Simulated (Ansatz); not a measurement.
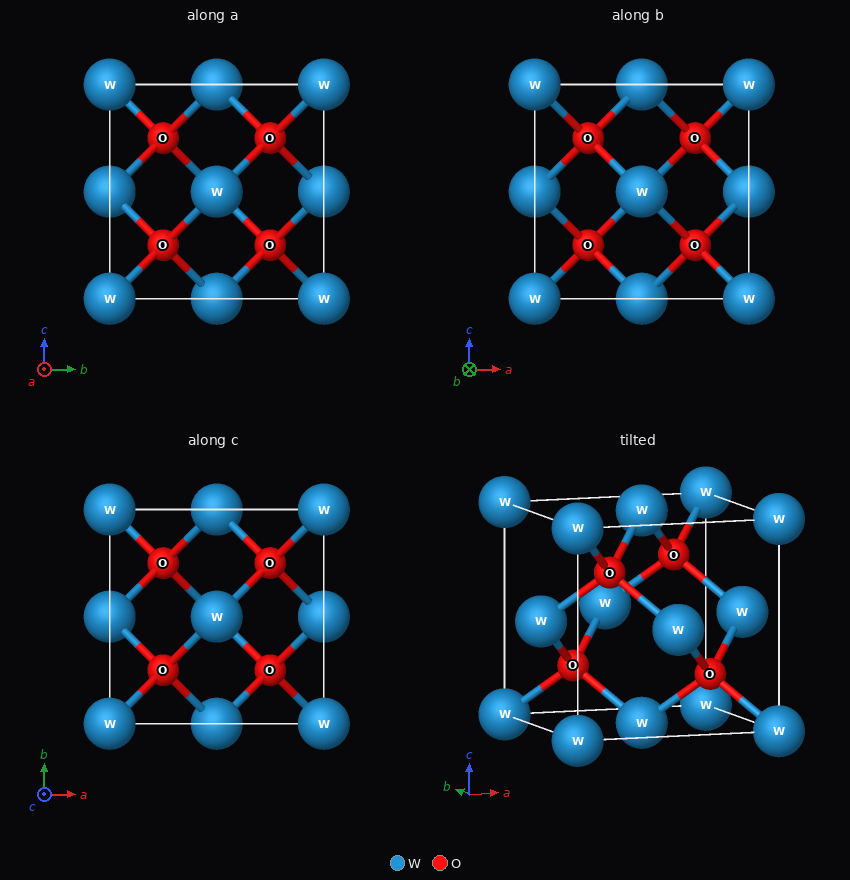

The crystal in a ball-and-stick representation, seen along the a axis, along the b axis, along the c axis and slightly off an axis. One conventional unit cell is framed, with atoms on its boundary repeated.

Lattice parameters: a = 4.480 Å, b = 4.480 Å, c = 4.480 Å, α = 90.00°, β = 90.00°, γ = 90.00°. Put a along x and b in the xy plane.

Q: Record the structure as a POSCAR file.

A:
```
W O
1.0
     4.480    0.000    0.000
     0.000    4.480    0.000
     0.000    0.000    4.480
W O
4 4
Direct
  0.0000 0.0000 0.0000
  0.0000 0.5000 0.5000
  0.5000 0.0000 0.5000
  0.5000 0.5000 0.0000
  0.2500 0.2500 0.7500
  0.2500 0.7500 0.2500
  0.7500 0.2500 0.2500
  0.7500 0.7500 0.7500
```

The initial geometry was a structure type filled with these elements by a generator (whether the compound takes this form wasn't checked). Earlier steps of the study may have refined or changed the cell and positions. Ansatz was used for an electronic-structure calculation on it.

At this level of theory the cell isn't at rest (compressed, at 72 GPa), so its distances can differ from those at equilibrium, the more so the softer the solid.
